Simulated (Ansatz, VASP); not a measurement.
## Cross-check of Al2Cl between VASP and Ansatz

Aim: how closely do two programs agree when they are given the same cell, functional and k mesh? The cell is generated by rule, not measured, and may not be a known phase. The cell comes out of earlier VASP steps on this material, which relaxed, scaled or displaced it; both programs get it as it stands.

Main program and level: Ansatz 0.2.0; plane waves, with VASP 6.6.1 beside it; zone-centre phonons at BLYP.

### 1. Set-up

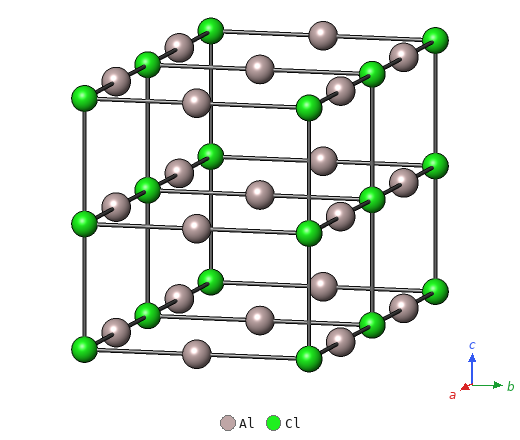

The cell as given, slightly off an axis (aluminium light grey, chlorine green). 2×1×2 cells are drawn. Some periodic images of atoms are drawn too.

### 2. VASP: zone-centre phonons, BLYP

Second derivatives magnify differences that forces hide, and they need a tight electronic threshold.

Lines of VASP's logs that name or quote its potential files are left out, and so is its time.

File INCAR:

```
SYSTEM = Al2Cl
PREC = Accurate
ENCUT = 400
EDIFF = 1E-08
NELM = 100
ISMEAR = 0
SIGMA = 0.05
LREAL = .FALSE.
ALGO = Normal
GGA = B5
ALDAX = 1
AGGAX = 1
AGGAC = 1
ALDAC = 0
LORBIT = 11
LWAVE = .FALSE.
LCHARG = .FALSE.
IBRION = 8
ISIF = 2
```

File POSCAR:

```
Al2Cl
1.0
    5.4532658600      0.0000000000      0.0000000000
    0.0000000000      5.4532658600      0.0000000000
    0.0000000000      0.0000000000      2.9692341786
Al Cl
2 1
Direct
    0.5000000000      0.0000000000      0.0000000000
    0.0000000000      0.5000000000      0.0000000000
    0.0000000000      0.0000000000      0.0000000000
```

File KPOINTS:

```
Automatic mesh
0
Gamma
4 4 8
0 0 0
```

The projector-augmented-wave data sets are Al and Cl (PBE family, release 64).

Command:

```bash
> mpirun -np 1 vasp_std
```

Numbers of over 12 decimals in the logs are rounded to 6 here.

Log:

```text
[banner, memory and clock lines left out]
running    1 mpi-ranks, on    1 nodes
 distrk:  each k-point on    1 cores,    1 groups
 distr:  one band on    1 cores,    1 groups

 POSCAR found type information on POSCAR AlCl
 POSCAR found :  2 types and       3 ions
|                                                                             |
|               ----> ADVICE to this user running VASP <----                  |
|                                                                             |
|     You enforced a specific xc type in the INCAR file but a different       |
|     [... a line on the potential file left out ...]
|     I HOPE YOU KNOW WHAT YOU ARE DOING!                                     |
|                                                                             |

 LDA part: xc-table for (Slater(with rela. corr.)+VWN5), standard interpolation
 POSCAR, INCAR and KPOINTS ok, starting setup
 FFT: planning ... GRIDC
 FFT: planning ... GRID_SOFT
 FFT: planning ... GRID
 WAVECAR not read
 entering main loop
       N       E                     dE             d eps       ncg     rms          rms(c)
DAV:   1     0.395164397999E+02    0.39516E+02   -0.38261E+03   600   0.775E+02
DAV:   2    -0.330811407992E+01   -0.42825E+02   -0.40092E+02   970   0.117E+02
DAV:   3    -0.743054267519E+01   -0.41224E+01   -0.40918E+01   704   0.421E+01
DAV:   4    -0.751267293865E+01   -0.82130E-01   -0.82054E-01   738   0.683E+00
DAV:   5    -0.751439315886E+01   -0.17202E-02   -0.17201E-02   746   0.980E-01    0.601E+00
DAV:   6    -0.729785493808E+01    0.21654E+00   -0.58779E-01   662   0.502E+00    0.325E+00
DAV:   7    -0.727899408198E+01    0.18861E-01   -0.17343E-01   668   0.272E+00    0.131E+00
DAV:   8    -0.727765927677E+01    0.13348E-02   -0.25848E-02   662   0.109E+00    0.255E-01
DAV:   9    -0.727756310142E+01    0.96175E-04   -0.14128E-03   664   0.289E-01    0.460E-02
DAV:  10    -0.727770196533E+01   -0.13886E-03   -0.30163E-04   708   0.122E-01    0.351E-02
DAV:  11    -0.727772735966E+01   -0.25394E-04   -0.55227E-05   630   0.588E-02    0.898E-03
DAV:  12    -0.727772822249E+01   -0.86283E-06   -0.22622E-06   696   0.124E-02    0.435E-03
DAV:  13    -0.727772837505E+01   -0.15256E-06   -0.46394E-07   644   0.542E-03    0.748E-04
DAV:  14    -0.727772833499E+01    0.40061E-07   -0.22519E-07   664   0.314E-03    0.815E-04
DAV:  15    -0.727772835238E+01   -0.17382E-07   -0.25693E-08   526   0.122E-03    0.279E-04
DAV:  16    -0.727772835711E+01   -0.47362E-08   -0.40889E-09   326   0.467E-04
   1 F= -.72777284E+01 E0= -.72767918E+01  d E =-.187316E-02
 Linear response reoptimize wavefunctions to high precision
DAV:   1    -0.727772835908E+01   -0.19636E-08   -0.11949E-09   416   0.260E-04
DAV:   2    -0.727772835905E+01    0.22510E-10   -0.20981E-10   330   0.111E-04
 Linear response DOF=           5
 Linear response progress:
  Degree of freedom:   1/  5
       N       E                     dE             d eps       ncg     rms          rms(c)
RMM:   1    -0.839477006868E-02   -0.83948E-02    0.14811E-02  1991   0.621E-01
RMM:   2    -0.857226306176E-02   -0.17749E-03   -0.36580E-04  1442   0.140E-01    0.904E-02
RMM:   3    -0.851852897338E-02    0.53734E-04   -0.47352E-05  1466   0.455E-02    0.518E-02
RMM:   4    -0.847096484675E-02    0.47564E-04   -0.30316E-05  1445   0.404E-02    0.104E-02
RMM:   5    -0.845263263447E-02    0.18332E-04   -0.67027E-06  1441   0.171E-02    0.287E-03
RMM:   6    -0.845544905326E-02   -0.28164E-05   -0.14017E-07  1469   0.332E-03    0.124E-03
RMM:   7    -0.845614981346E-02   -0.70076E-06   -0.10169E-07  1452   0.245E-03    0.102E-04
RMM:   8    -0.845629822436E-02   -0.14841E-06   -0.10174E-10  1479   0.332E-04    0.528E-05
RMM:   9    -0.845652582776E-02   -0.22760E-06   -0.17061E-09  1485   0.206E-04    0.492E-05
RMM:  10    -0.845657459912E-02   -0.48771E-07   -0.15850E-09  1534   0.778E-05    0.137E-05
RMM:  11    -0.845660621254E-02   -0.31613E-07   -0.43725E-10  1499   0.466E-05    0.461E-06
RMM:  12    -0.845659878016E-02    0.74324E-08   -0.30164E-09  1461   0.165E-05    0.342E-06
 first order change of Fermi-energy  -0.23819E-04
 force on displaced ion       1 direction 1 :   0.545   0.000   0.000
 Linear response progress:
  Degree of freedom:   2/  5
       N       E                     dE             d eps       ncg     rms          rms(c)
RMM:   1    -0.924512733831E-02   -0.92451E-02    0.33943E-03  1820   0.472E-01
RMM:   2    -0.899651521036E-02    0.24861E-03   -0.49409E-04  1439   0.102E-01    0.304E-02
RMM:   3    -0.903634280741E-02   -0.39828E-04   -0.61305E-05  1426   0.341E-02    0.163E-02
RMM:   4    -0.909083104196E-02   -0.54488E-04   -0.21528E-05  1416   0.210E-02    0.552E-03
RMM:   5    -0.908607419405E-02    0.47568E-05   -0.30225E-06  1437   0.108E-02    0.163E-03
RMM:   6    -0.908763134154E-02   -0.15571E-05   -0.34486E-07  1436   0.377E-03    0.452E-04
RMM:   7    -0.908618410323E-02    0.14472E-05   -0.55179E-08  1474   0.150E-03    0.190E-04
RMM:   8    -0.908630155069E-02   -0.11745E-06    0.31685E-10  1517   0.483E-04    0.101E-04
RMM:   9    -0.908654333357E-02   -0.24178E-06    0.20659E-09  1449   0.383E-04    0.415E-05
RMM:  10    -0.908656950781E-02   -0.26174E-07    0.31924E-09  1563   0.782E-05    0.162E-05
RMM:  11    -0.908657834031E-02   -0.88325E-08    0.96270E-09  1499   0.923E-05    0.910E-06
 first order change of Fermi-energy   0.40582E-04
 force on displaced ion       1 direction 2 :   0.000  -0.102   0.000
 Linear response progress:
  Degree of freedom:   3/  5
       N       E                     dE             d eps       ncg     rms          rms(c)
RMM:   1    -0.348928538575E-02   -0.34893E-02   -0.23555E-03  1413   0.371E-01
RMM:   2    -0.347039338030E-02    0.18892E-04   -0.14893E-04  1393   0.804E-02    0.320E-02
RMM:   3    -0.333015387797E-02    0.14024E-03   -0.16061E-05  1391   0.243E-02    0.191E-02
RMM:   4    -0.318749802853E-02    0.14266E-03   -0.20526E-05  1401   0.253E-02    0.186E-03
RMM:   5    -0.318199801724E-02    0.55000E-05   -0.40224E-07  1429   0.439E-03    0.109E-03
RMM:   6    -0.317561231662E-02    0.63857E-05   -0.13147E-07  1401   0.294E-03    0.167E-04
RMM:   7    -0.317454674793E-02    0.10656E-05   -0.38320E-09  1446   0.429E-04    0.123E-04
RMM:   8    -0.317426175298E-02    0.28499E-06   -0.11010E-09  1435   0.249E-04    0.206E-05
RMM:   9    -0.317431321635E-02   -0.51463E-07   -0.93881E-11  1482   0.560E-05    0.171E-05
RMM:  10    -0.317430257338E-02    0.10643E-07   -0.48739E-10  1453   0.458E-05    0.608E-06
RMM:  11    -0.317430835657E-02   -0.57832E-08   -0.56324E-10  1504   0.147E-05    0.336E-06
 first order change of Fermi-energy  -0.44674E-04
 force on displaced ion       1 direction 3 :   0.000   0.000  -0.230
 Linear response progress:
  Degree of freedom:   4/  5
       N       E                     dE             d eps       ncg     rms          rms(c)
RMM:   1    -0.213861155152E+00   -0.21386E+00    0.13317E-01  1828   0.379E+00
RMM:   2    -0.213709013970E+00    0.15214E-03   -0.60560E-03  1372   0.565E-01    0.107E-01
RMM:   3    -0.214615459328E+00   -0.90645E-03   -0.39912E-04  1305   0.128E-01    0.519E-02
RMM:   4    -0.215360720380E+00   -0.74526E-03   -0.10405E-04  1367   0.627E-02    0.178E-02
RMM:   5    -0.215605396488E+00   -0.24468E-03   -0.99539E-06  1402   0.278E-02    0.289E-03
RMM:   6    -0.215597929810E+00    0.74667E-05   -0.21821E-07  1480   0.338E-03    0.131E-03
RMM:   7    -0.215610089157E+00   -0.12159E-04   -0.11922E-07  1434   0.277E-03    0.393E-04
RMM:   8    -0.215608265850E+00    0.18233E-05   -0.37682E-08  1469   0.676E-04    0.135E-04
RMM:   9    -0.215609498045E+00   -0.12322E-05   -0.10434E-08  1359   0.397E-04    0.349E-05
RMM:  10    -0.215609349877E+00    0.14817E-06   -0.94333E-10  1525   0.169E-04    0.134E-05
RMM:  11    -0.215609350776E+00   -0.89910E-09   -0.66457E-08  1505   0.801E-05    0.344E-06
 first order change of Fermi-energy   0.15178E-03
 force on displaced ion       3 direction 1 :   0.634   0.000   0.000
 Linear response progress:
  Degree of freedom:   5/  5
       N       E                     dE             d eps       ncg     rms          rms(c)
RMM:   1    -0.176806533882E+00   -0.17681E+00    0.62816E-03  1113   0.347E+00
RMM:   2    -0.177103287882E+00   -0.29675E-03   -0.30018E-03   923   0.405E-01    0.689E-02
RMM:   3    -0.177638739330E+00   -0.53545E-03   -0.94734E-05   937   0.724E-02    0.419E-02
RMM:   4    -0.178550830834E+00   -0.91209E-03   -0.21152E-05   929   0.508E-02    0.647E-03
RMM:   5    -0.178581998902E+00   -0.31168E-04   -0.82906E-07   964   0.650E-03    0.565E-03
RMM:   6    -0.178604724277E+00   -0.22725E-04   -0.84497E-07   859   0.743E-03    0.288E-03
RMM:   7    -0.178608919410E+00   -0.41951E-05   -0.16135E-07   849   0.270E-03    0.563E-04
RMM:   8    -0.178616250320E+00   -0.73309E-05   -0.30585E-08   912   0.884E-04    0.116E-04
RMM:   9    -0.178614941069E+00    0.13093E-05   -0.43133E-09   910   0.208E-04    0.110E-04
RMM:  10    -0.178614347927E+00    0.59314E-06   -0.10433E-07   954   0.149E-04    0.218E-05
RMM:  11    -0.178614188512E+00    0.15942E-06   -0.59301E-08  1003   0.691E-05    0.525E-06
RMM:  12    -0.178614096533E+00    0.91979E-07    0.36488E-08   900   0.606E-05    0.153E-06
RMM:  13    -0.178614105329E+00   -0.87956E-08   -0.71890E-08   866   0.467E-05    0.945E-07
 first order change of Fermi-energy   0.51594E-04
 force on displaced ion       3 direction 3 :  -0.000  -0.000  -0.504
 Linear response finished
```

From OUTCAR (step 2):

```text
ion  position               nearest neighbor table
   1  0.500  0.000  0.000-   3 2.73   3 2.73
   2  0.000  0.500  0.000-   3 2.73   3 2.73
   3  0.000  0.000  0.000-   1 2.73   2 2.73   2 2.73   1 2.73

  LATTYP: Found a simple tetragonal cell.
 ALAT       =     5.4532658600
 C/A-ratio  =     0.5444873320

 Subroutine GETGRP returns: Found 16 space group operations
 (whereof 16 operations were pure point group operations)

The static configuration has the point symmetry D_4h.

 Found     30 irreducible k-points:

   k-points           NKPTS =     30   k-points in BZ     NKDIM =     30   number of bands    NBANDS=     10

   dimension x,y,z NGX =    36 NGY =   36 NGZ =   20
   dimension x,y,z NGXF=    72 NGYF=   72 NGZF=   40

   ENCUT  =  400.0 eV  29.40 Ry    5.42 a.u.   8.89  8.89  4.84*2*pi/ulx,y,z

   NELECT =      13.0000    total number of electrons

 k-points in reciprocal lattice and weights: Automatic mesh
   0.00000000  0.00000000  0.00000000       0.008
   0.25000000  0.00000000  0.00000000       0.031
   0.50000000  0.00000000  0.00000000       0.016
   0.25000000  0.25000000  0.00000000       0.031
   0.50000000  0.25000000  0.00000000       0.031
   0.50000000  0.50000000  0.00000000       0.008
   0.00000000  0.00000000  0.12500000       0.016
   0.25000000  0.00000000  0.12500000       0.062
   0.50000000  0.00000000  0.12500000       0.031
[...]
0.50000000  0.25000000  0.50000000       0.031
   0.50000000  0.50000000  0.50000000       0.008

 average (electrostatic) potential at core
       1 -78.1031       2 -78.1031       3 -92.8767

  Total       -0.0142692     -0.0142692     -0.0128927      0.0000000      0.0000000      0.0000000
  in kB       -0.2589121     -0.2589121     -0.2339365      0.0000000      0.0000000      0.0000000
  external PRESSURE =      -0.2505869 kB  Pullay stress =       0.0000000 kB

  energy-cutoff  :      400.00
  volume of cell :       88.30
      direct lattice vectors                 reciprocal lattice vectors
     5.453265860  0.000000000  0.000000000     0.183376352  0.000000000  0.000000000
     0.000000000  5.453265860  0.000000000     0.000000000  0.183376352  0.000000000
     0.000000000  0.000000000  2.969234179     0.000000000  0.000000000  0.336787178

 POSITION                                       TOTAL-FORCE (eV/Angst)
 -----------------------------------------------------------------------------------
      2.72663      0.00000      0.00000         0.000000      0.000000      0.000000
      0.00000      2.72663      0.00000         0.000000      0.000000      0.000000
      0.00000      0.00000      0.00000         0.000000      0.000000      0.000000
 -----------------------------------------------------------------------------------
    total drift:                                0.000000     -0.000000      0.000000

 Eigenvectors and eigenvalues of the dynamical matrix
 ----------------------------------------------------

   1 f  =    2.387608 THz    15.001785 2PiTHz   79.642038 cm-1     9.874350 meV
             X         Y         Z           dx          dy          dz
      2.726633  0.000000  0.000000    -0.000000   -0.000000    0.442065
      0.000000  2.726633  0.000000     0.000000    0.000000    0.442065
      0.000000  0.000000  0.000000    -0.000000    0.000000   -0.780486

   2 f  =    1.390530 THz     8.736957 2PiTHz   46.383085 cm-1     5.750767 meV
             X         Y         Z           dx          dy          dz
      2.726633  0.000000  0.000000     0.000000    0.000000    0.707107
      0.000000  2.726633  0.000000     0.000000   -0.000000   -0.707107
      0.000000  0.000000  0.000000     0.000000    0.000000    0.000000

   3 f  =    1.164351 THz     7.315833 2PiTHz   38.838567 cm-1     4.815366 meV
             X         Y         Z           dx          dy          dz
      2.726633  0.000000  0.000000     0.405074    0.000043    0.000000
      0.000000  2.726633  0.000000    -0.837225   -0.000021   -0.000000
      0.000000  0.000000  0.000000     0.367382   -0.000019   -0.000000

   4 f  =    1.164351 THz     7.315833 2PiTHz   38.838567 cm-1     4.815366 meV
             X         Y         Z           dx          dy          dz
      2.726633  0.000000  0.000000    -0.000021    0.837225   -0.000000
      0.000000  2.726633  0.000000     0.000043   -0.405074   -0.000000
      0.000000  0.000000  0.000000    -0.000019   -0.367382   -0.000000

   5 f/i=    0.004503 THz     0.028296 2PiTHz    0.150219 cm-1     0.018625 meV
             X         Y         Z           dx          dy          dz
      2.726633  0.000000  0.000000     0.012601   -0.544209   -0.000000
      0.000000  2.726633  0.000000     0.012403   -0.552903   -0.000000
      0.000000  0.000000  0.000000     0.014371   -0.630567   -0.000000

   6 f/i=    0.004503 THz     0.028296 2PiTHz    0.150219 cm-1     0.018625 meV
             X         Y         Z           dx          dy          dz
      2.726633  0.000000  0.000000     0.552903    0.012403    0.000000
      0.000000  2.726633  0.000000     0.544209    0.012601    0.000000
      0.000000  0.000000  0.000000     0.630567    0.014371    0.000000

   7 f/i=    0.013824 THz     0.086859 2PiTHz    0.461121 cm-1     0.057172 meV
             X         Y         Z           dx          dy          dz
      2.726633  0.000000  0.000000    -0.000000   -0.000000    0.551887
      0.000000  2.726633  0.000000    -0.000000   -0.000000    0.551887
      0.000000  0.000000  0.000000    -0.000000   -0.000000    0.625174

   8 f/i=    3.120964 THz    19.609594 2PiTHz  104.104145 cm-1    12.907263 meV
             X         Y         Z           dx          dy          dz
      2.726633  0.000000  0.000000    -0.566567    0.032854   -0.000000
      0.000000  2.726633  0.000000    -0.040710    0.457226   -0.000000
      0.000000  0.000000  0.000000     0.531921   -0.429266    0.000000

   9 f/i=    3.120964 THz    19.609594 2PiTHz  104.104145 cm-1    12.907263 meV
             X         Y         Z           dx          dy          dz
      2.726633  0.000000  0.000000    -0.457226   -0.040710    0.000000
      0.000000  2.726633  0.000000    -0.032854   -0.566567    0.000000
      0.000000  0.000000  0.000000     0.429266    0.531921   -0.000000

 ELASTIC MODULI CONTR FROM IONIC RELAXATION (kBar)
 Direction    XX          YY          ZZ          XY          YZ          ZX
 --------------------------------------------------------------------------------
 XX           0.0000      0.0000      0.0000      0.0000      0.0000      0.0000
 YY           0.0000      0.0000      0.0000      0.0000      0.0000      0.0000
 ZZ           0.0000      0.0000      0.0000      0.0000      0.0000      0.0000
 XY           0.0000      0.0000      0.0000      0.0000      0.0000      0.0000
 YZ           0.0000      0.0000      0.0000      0.0000      0.0000      0.0000
 ZX           0.0000      0.0000      0.0000      0.0000      0.0000      0.0000
 --------------------------------------------------------------------------------
```

[end of part 1 of 2]

[Lines on the potential files, build, host, timing and source positions are cut from VASP's logs without a mark.]

[Logs are printed without paths, hosts, clocks, repeated set-up lines and the standing remarks that a program may print on its own settings, such as how far it seeks lower states.]

[Hosts, paths, dates, database ids (printed as entryN), source tags and the programs' standing remarks are cut or masked in the printed files.]
